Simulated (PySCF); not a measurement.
Geometry relaxation, with input and output: BeGa (part 3 of 3)

Continued. System: BeGa, multiplicity 2. Method: UHF/def2-svpd, optimize (PySCF 2.14.0). 

Geometry of the input (Å):
```
Be 0.0000  0.0000  0.0000
Ga 0.0000  0.0000  2.1650
```

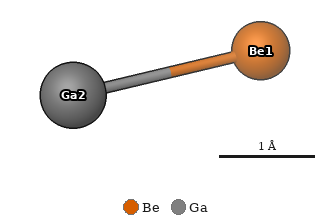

Fig. 1: The structure as given in the input (ball-and-stick view, seen at a tilt; atoms are numbered from 1 in the order of the input). Sticks mark near contacts.

```
Step   14 : Displace = 1.130e-04/1.130e-04 (rms/max) Trust = 3.000e-01 (=) Grad = 2.148e-07/2.148e-07 (rms/max) E (change) = -1937.5286258797 (-2.749e-10) Quality = 34.434
Hessian Eigenvalues: 8.75895e-05 5.00000e-02 5.00000e-02 ... 5.00000e-02 5.00000e-02 5.00000e-02
Converged! =D

    #| If this code has benefited your research, please support us by citing: |#
    #| Wang, L.-P.; Song, C.C. (2016) "Geometry optimization made simple with |#
    #| translation and rotation coordinates", J. Chem, Phys. 144, 214108.     |#
    #|                                     |#
optimised geometry (angstrom)
Be          0.00000000       -0.00000000       -0.93186091
Ga         -0.00000000        0.00000000        3.09686091
orbital energies (hartree): [array([-0.521 , -0.2802, -0.2326, -0.007 , -0.0036,  0.0644]), array([-1.1879, -0.4697, -0.2586, -0.0014,  0.0022,  0.0236])]
```

### Key numbers

- outcome: converged
- SCF energy at the first geometry: −1937.514642 hartree
- ⟨S²⟩: 0.759
- hardware: 1 CPU thread, shared host
- wall time: 27 s
